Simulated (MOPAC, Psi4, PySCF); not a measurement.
Approach curve of the dimer BCl3 ··· H4OSi (SMILES ClB(Cl)Cl and O[SiH3]), singlet. Monomers: optimised at B3LYP-D3(BJ) (def2-TZVP), held rigid. Orientation: a random orientation, not optimised. Only R, the distance of the centres of mass, is varied, so the lowest point isn't the relaxed dimer.

Geometry at R = 6.10 Å (first 4 atoms: monomer A):
```
10

Cl    -0.9241    -1.4805     0.0029
B      0.0001     0.0000     0.0009
Cl    -0.8204     1.5404     0.0026
Cl     1.7444    -0.0600    -0.0064
Si    -0.7550     4.9876     2.4024
O     -1.2298     6.5681     2.4864
H     -1.1852     4.3697     3.6717
H      0.7169     4.8657     2.2555
H     -1.3899     4.2859     1.2591
H     -1.0371     7.1465     1.7450
```

- PM6, restricted, heats of formation (MOPAC)
- RKS-B3LYP/6-311+G** = restricted B3LYP/6-311+G**, spherical d, no counterpoise correction in PySCF
- PBE/def2-TZVP, counterpoise-corrected (Psi4)
- SAPT0/jun-cc-pVDZ, frozen core (Psi4)
- PBE-D3(BJ)/def2-TZVP, counterpoise-corrected (Psi4)

Interaction energies in kcal/mol (negative: bound); R is the distance of the centres of mass, d the Cl3···H9 distance.

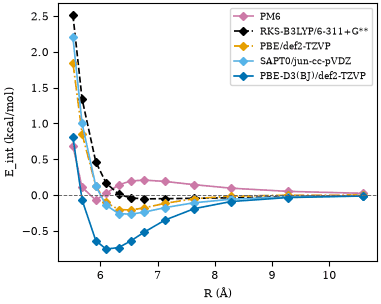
*Interaction energy against separation.*

| R / Å | d / Å | PM6 | RKS-B3LYP/6-311+G** | PBE/def2-TZVP | SAPT0/jun-cc-pVDZ | PBE-D3(BJ)/def2-TZVP |
|---|---|---|---|---|---|---|
| 5.52 | 2.49 | 0.69 | 2.51 | 1.85 | 2.20 | 0.81 |
| 5.68 | 2.65 | 0.11 | 1.34 | 0.86 | 1.00 | -0.07 |
| 5.92 | 2.89 | -0.07 | 0.46 | 0.12 | 0.12 | -0.64 |
| 6.10 | 3.07 | 0.02 | 0.17 | -0.10 | -0.14 | -0.75 |
| 6.32 | 3.29 | 0.14 | 0.01 | -0.20 | -0.26 | -0.73 |
| 6.53 | 3.50 | 0.20 | -0.04 | -0.21 | -0.27 | -0.64 |
| 6.77 | 3.74 | 0.21 | -0.05 | -0.18 | -0.24 | -0.52 |
| 7.13 | 4.10 | 0.19 | -0.05 | -0.12 | -0.18 | -0.35 |
| 7.64 | 4.61 | 0.14 | -0.05 | -0.05 | -0.11 | -0.19 |
| 8.28 | 5.25 | 0.10 | -0.04 | -0.01 | -0.06 | -0.09 |
| 9.27 | 6.24 | 0.05 | -0.02 | 0.00 | -0.03 | -0.04 |
| 10.58 | 7.55 | 0.02 | -0.01 | 0.00 | -0.01 | -0.01 |

Lowest grid point: PM6 -0.07 kcal/mol at R = 5.92 Å; RKS-B3LYP/6-311+G** -0.05 kcal/mol at R = 6.77 Å; PBE/def2-TZVP -0.21 kcal/mol at R = 6.53 Å; SAPT0/jun-cc-pVDZ -0.27 kcal/mol at R = 6.53 Å; PBE-D3(BJ)/def2-TZVP -0.75 kcal/mol at R = 6.10 Å.
